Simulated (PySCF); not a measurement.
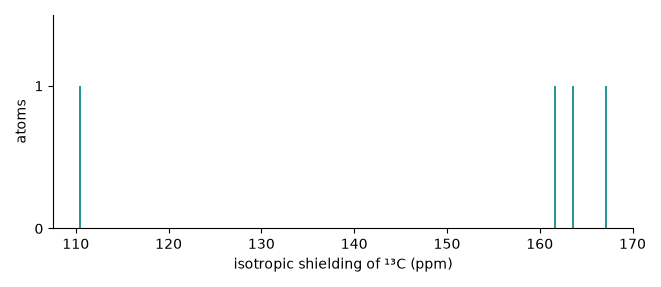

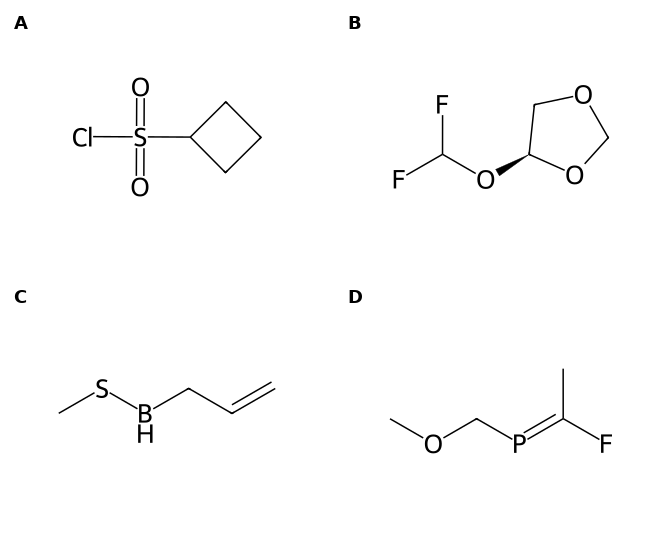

The sticks are computed shieldings of one of the molecules, for one fixed geometry (GFN2-xTB) without averaging over rotations. Low shielding means a high chemical shift. Method: GIAO PBE0/pcSseg-1 NMR shielding, non-relativistic, gas phase (PySCF 2.14.0).

> Which molecule gives this pattern?

A, `O=S(=O)(Cl)C1CCC1`. Its 4 C atoms give lines at 110.4, 161.6, 163.5, 167.2 ppm.

The geometry is semi-empirical. Around B such bond lengths and angles can be off by a tenth of an ångström or more and by several degrees, and values that hang on the shape move with them.
